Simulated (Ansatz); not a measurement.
Input

```
crystal:
  lattice:
    - [4.9734032376, 0.0, 0.0]
    - [-2.4867016188, 4.307093547, 0.0]
    - [0.0, 0.0, 5.3068731973]
  atoms:
    - { symbol: Tm, position: [0.3333333333, 0.6666666667, 0.75] }
    - { symbol: Tm, position: [0.6666666667, 0.3333333333, 0.25] }
    - { symbol: B, position: [0.2232402001, 0.7767597999, 0.25] }
    - { symbol: B, position: [0.4464804002, 0.2232402001, 0.75] }
    - { symbol: B, position: [0.2232402001, 0.4464804002, 0.25] }
    - { symbol: B, position: [0.7767597999, 0.2232402001, 0.75] }
    - { symbol: B, position: [0.5535195998, 0.7767597999, 0.25] }
    - { symbol: B, position: [0.7767597999, 0.5535195998, 0.75] }
    - { symbol: Au, position: [0.0, 0.0, 0.0] }
    - { symbol: Au, position: [0.0, 0.0, 0.5] }
basis:
  ecutwfc: 690
kpoints:
  mp_grid: { grid: [6, 6, 6] }
hamiltonian:
  xc: pbe
  pseudopotentials:
    kind: paw
    azcp: { Tm: "pseudopotentials/pbe/nc/lanthanide_3plus/Tm.nc.azcp" }
scf:
  occupations: { method: gaussian, width: 0.1 }
output:
  forces: true
  stress: true
  eigenvalues: true
  write_density: true
  write_potential: true
  elf: true
  volumetric_format: npy
relax:
  adjacent_minimum: "off"
  f_tol: 0.01
  max_steps: 30
  cell: { stress_tol: 0.1, fix: [volume] }
```

Run with:

```sh
ansatz run input.yaml --threads 1 --pin off --max-ram 2816MiB --backend cpu --events-out ev --progress --plain --runs-dir out
```

Below, planes, directions and counts refer to the conventional cell (a = 4.98 Å, b = 4.98 Å, c = 5.29 Å, α = 90.00°, β = 90.00°, γ = 120.00°).

The fields are those of the run's last geometry, not of the input's.

Space group P6₃/mmc; a generated structure, not necessarily the stable one; changed on purpose from its base cell (volume × 0.94, shape and atoms relaxed); computed pressure about 11 GPa in this cell; computed without spin polarisation; no Hubbard U on the f states and no spin–orbit coupling.

Method: DFT PBE, scalar-relativistic, plane waves, PAW; 4f electrons in the core of a trivalent norm-conserving potential (Ansatz).

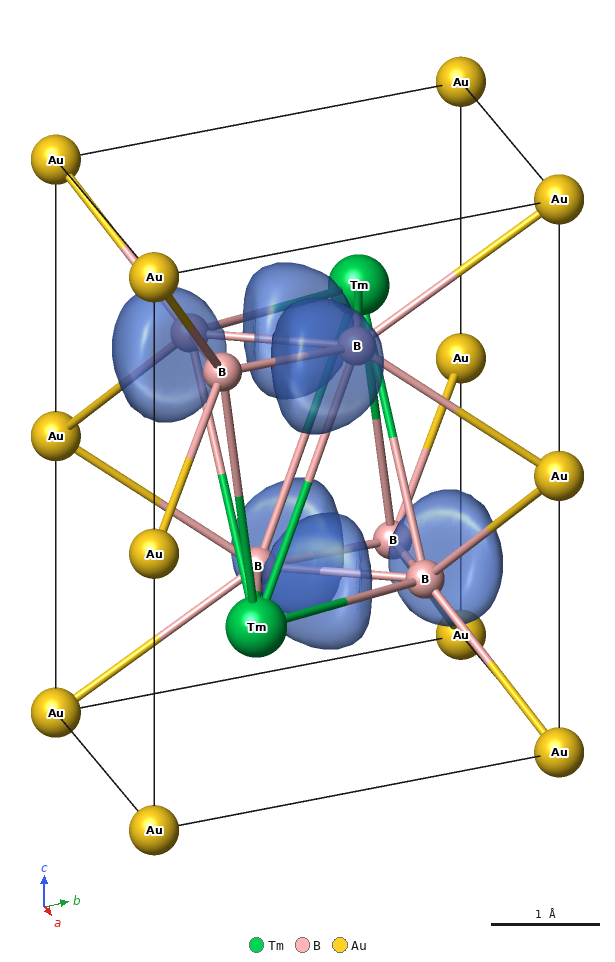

TmB3Au. Isosurface of the ELF at 0.75 (blue), seen slightly off an axis. Only the valence region is drawn (cores and ρ < 0.01 e/Å³ removed). Sticks mark near contacts.

In a pseudopotential calculation such maps are meaningful between the atoms, not at the nuclei.

**Describe the localisation domains.**

The ELF exceeds this value in six regions between bonded B–B atoms, counted in one cell of 10 atoms. Regions shared between cells count once.

Values along the shortest contacts:
B–B (1.65 Å): the ELF peaks at about 0.80 between the atoms. B–Au (2.33 Å): the ELF peaks at about 0.70 in the valence shell of B, 0.8 Å from its nucleus, and is about 0.35 at the midpoint.
